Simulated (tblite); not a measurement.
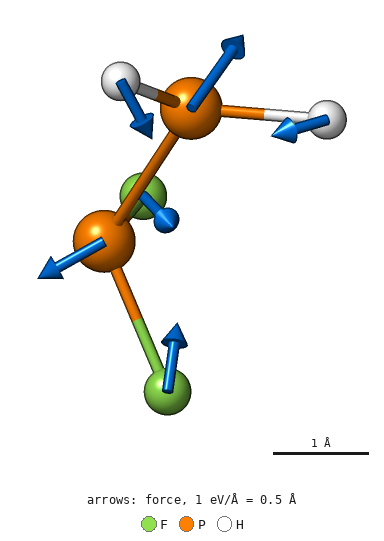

Starting geometry of P2H2F2 with the computed forces as blue arrows. The picture is a ball-and-stick view, seen from a free direction.

Theory: GFN2-xTB geometry optimisation, gas phase (tblite). 

**What follows when this structure is relaxed?**

It isn't relaxed: the largest force vector, on a P atom, is 2.44 eV/Å. The final displacements follow the starting forces only in part (cosine between the two patterns 0.45). An H atom moves most after the best rigid fit: 1.20 Å. By element the largest moves are H 1.20 Å, F 0.88 Å, P 0.60 Å. Among the contacts that change: F–P 1.731 → 1.621 Å, H–P 1.444 → 1.397 Å, H–P 1.422 → 1.397 Å, P–P 2.175 → 2.195 Å. Bond angles that change, for instance: P–P–H 116.2° → 89.8°, H–P–H 115.7° → 92.3°, F–P–P 112.1° → 97.5°. Over 58 geometry steps the energy falls by 183.1 kJ/mol.
